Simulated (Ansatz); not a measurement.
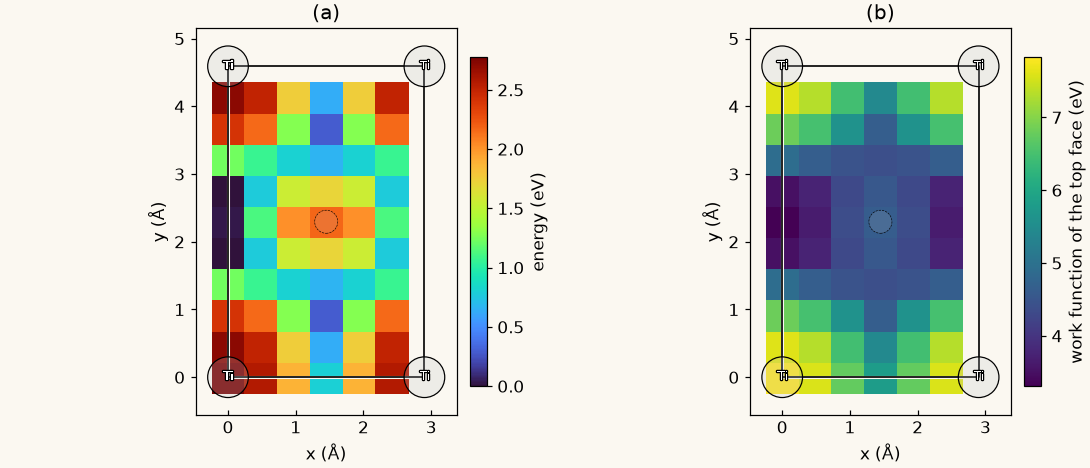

O on a Ti(100) slab cut from the P6_3/mmc phase, its upper half relaxed before the scan (6 atoms of substrate and one adsorbate in a 1 × 1 cell). O is moved over the surface cell; relaxed at each place: the height of the adsorbate's atoms; substrate rigid; the origin of the map has the adsorbate above Ti6. Places are given modulo a cell vector. The map is drawn in real space over the plane of the surface. The grid has 6 × 10 points; 24 points were computed and 36 follow by symmetry. All energies are given in eV relative to the lowest grid point. With one adsorbate in each 1 × 1 cell, its nearest image is 2.9 Å away, so neighbouring adsorbates interact. The runs have no spin polarisation; a magnetic state may lie lower. Method: DFT PBEsol, scalar-relativistic, plane waves, PAW in Ansatz. Settings: cutoff 420 eV, k-mesh 9×6×1, gaussian smearing 0.1 eV, no spin polarisation.

Panel (a) is the energy; panel (b) is the computed work function of the top face, in eV.

In the figure: one coloured cell a grid point, labelled circles for the atoms of the top layer and small ones for the second layer, the outline of one cell of the plane.

Q: How does the work function of the top face vary over the map, and what is it at the lowest grid point?

A: It runs from 3.31 eV at the trough between two rows of top atoms, (0/6, 5/10) of the cell vectors to 7.82 eV at the top site over a surface Ti atom, (0/6, 0/10) of the cell vectors. At the lowest grid point, (0/6, 4/10) of the cell vectors [nearest 1 Ti at 1.89 Å], it is 3.49 eV.

PAW datasets: the set soft_1.
